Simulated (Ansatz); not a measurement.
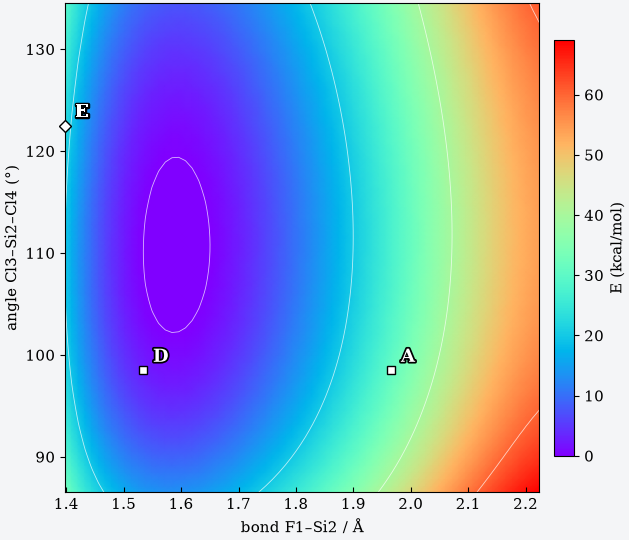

Cl₂FSi, SMILES F[Si](Cl)Cl, spin multiplicity 2. 
- Two internal coordinates are moved rigidly from the geometry relaxed at PBE0-D4/def2-TZVP, all others fixed.
- First axis: bond F1–Si2. Second axis: angle Cl3–Si2–Cl4.
- The scan uses a 5 × 5 grid.
- Energies: kcal/mol, counted from the lowest grid point.
- Computed with UKS PBE0-D4/def2-TZVPP in Ansatz 0.2.0.

In the figure: a smooth colour map with a few white contour lines, lettered points. Between grid points the surface is interpolated.

### Is E the lowest point of the computed grid?

No. E lies 22.7 kcal/mol above the lowest grid point, which is at bond F1–Si2 = 1.534 Å, angle Cl3–Si2–Cl4 = 110.5°.

### Rank the lettered points by energy, lowest first.

D (2.9 kcal/mol), E (22.7 kcal/mol), A (30.8 kcal/mol).
